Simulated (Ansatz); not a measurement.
**CH$_{4}$AlF···H$_{2}$: density, localisation and related maps**

The calculation's input:

```
crystal:
  periodic: [false, false, false]
  atoms:
    - { symbol: Al, position_ang: [0.0, 0.0, 0.0] }
    - { symbol: C, position_ang: [0.0, 0.0, 2.32] }
    - { symbol: H, position_ang: [-0.9996, -0.3092, 2.6905] }
    - { symbol: H, position_ang: [0.7676, -0.7111, 2.6905] }
    - { symbol: H, position_ang: [0.232, 1.0203, 2.6905] }
    - { symbol: F, position_ang: [1.4635, 0.0, -0.845] }
    - { symbol: H, position_ang: [-1.351, 0.0, -0.78] }
    - { symbol: H, position_ang: [-0.2382, -1.749, 0.5865] }
    - { symbol: H, position_ang: [-0.19, -1.3947, 1.5677] }
basis:
  gaussian: { orbitals: def2-SVP }
hamiltonian:
  xc: pbe
  dispersion: d4
relax:
  f_tol: 0.15
  max_steps: 25
  restrain:
    - { distance: [0, 7], at: 2.76, k: 30.0 }
    - { distance: [8, 1], at: 2.31, k: 30.0 }
    - { distance: [0, 1], at: 1.97, k: 30.0 }
    - { distance: [8, 7], at: 0.66, k: 30.0 }
output:
  orbitals: {}
```

Launched as:

```sh
ansatz run input.yaml --threads 1 --pin off --max-ram 2048MiB --backend cpu --events-out ev --progress --plain --runs-dir out
```

The fields are those of the run's last geometry, not of the input's.

Not at a stationary point (largest force 1.9 eV/Å).

Method: Ansatz, RKS PBE-D4/def2-SVP.

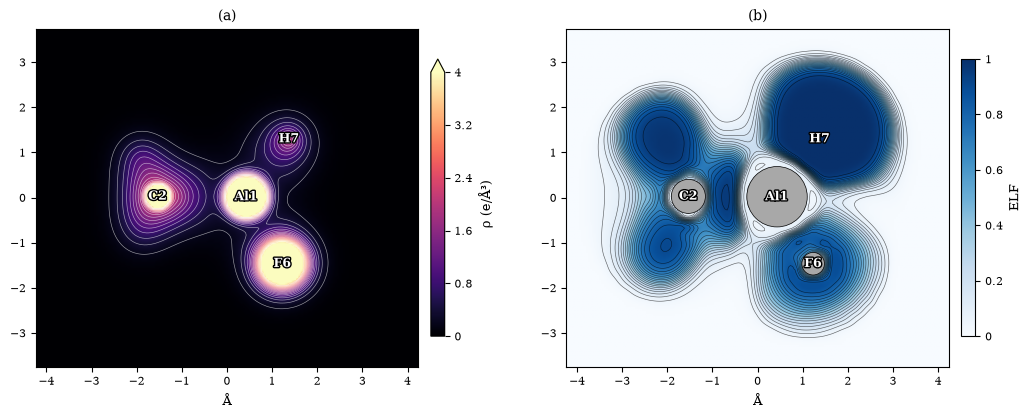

Figure 1. (a) electron density; (b) electron localisation function on the plane of atoms C2, Al1 and F6. Grey discs cover the atomic cores in the ELF map.

What do the fields say about this system?

Answer. The section cuts through Al, C, F and H sites.
Al–F (1.69 Å): the density is about 0.75 e/Å³ at the midpoint; the ELF peaks at about 0.85 in the valence shell of F, 0.6 Å from its nucleus, and is about 0.25 at the midpoint.
C–Al (1.96 Å): ρ at the midpoint is about 0.71 e/Å³; the ELF peaks at about 0.95 between the atoms; a shared but strongly polarised pair.
Al–H (1.59 Å): the density is about 0.53 e/Å³ at the midpoint; the ELF climbs to about 1 towards the hydrogen.
The ELF also peaks beside F6, away from the bonds: lone-pair regions.

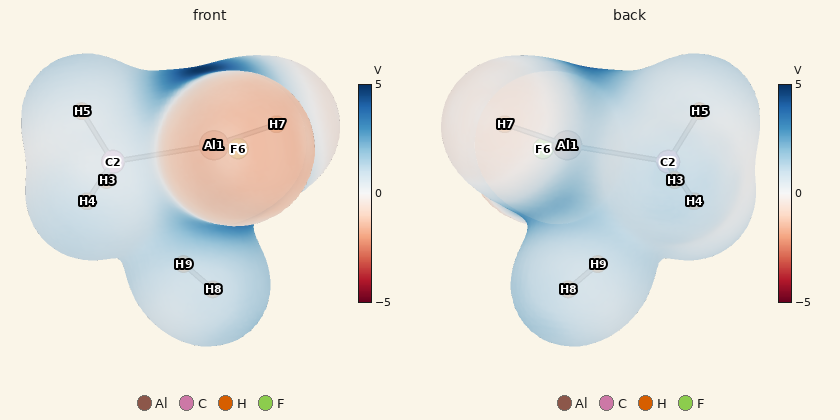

Figure 2. The molecular electrostatic potential painted on the density surface at 0.004 e/bohr³, seen from the front and from behind; red is negative and blue positive.

Describe the electrostatic potential map.

Answer. The most negative region (about −1.5 V) lies over F6, the most positive (about +4.7 V) over Al1.

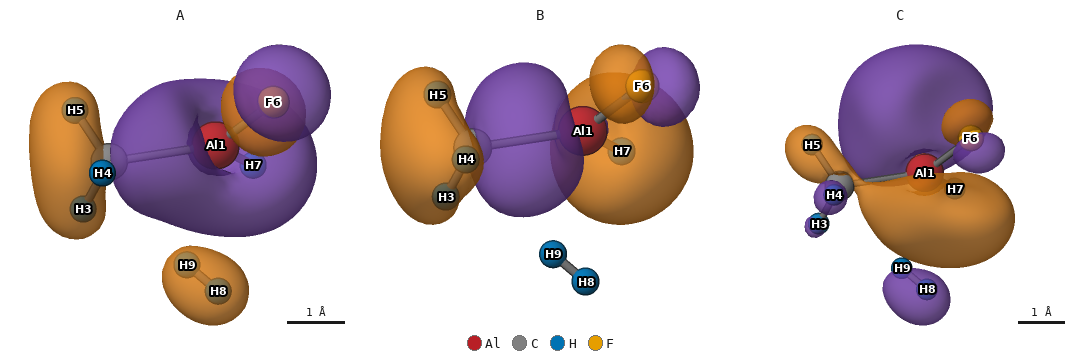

Figure 3. Three frontier orbitals at ±0.08 Å⁻³ᐟ² (orange and purple are the two phases), in no order.

Which picture is the HOMO−1, the HOMO and the LUMO?

Answer. A is the HOMO−1 (−8.38 eV). Its weight (Hirshfeld) is mainly on Al1 (about 30 %), F6 (about 25 %), H7 (about 20 %) and C2 (about 15 %). B is the HOMO (−6.89 eV). It lies mainly on C2 (about 35 %), H7 (about 25 %), Al1 (about 20 %) and F6 (about 10 %). C is the LUMO (−1.18 eV). It lies mainly on Al1 (about 70 %), F6 (about 5 %), C2 (about 5 %) and H7 (about 5 %).

What is the HOMO–LUMO gap?

Answer. 5.71 eV between the orbital energies.
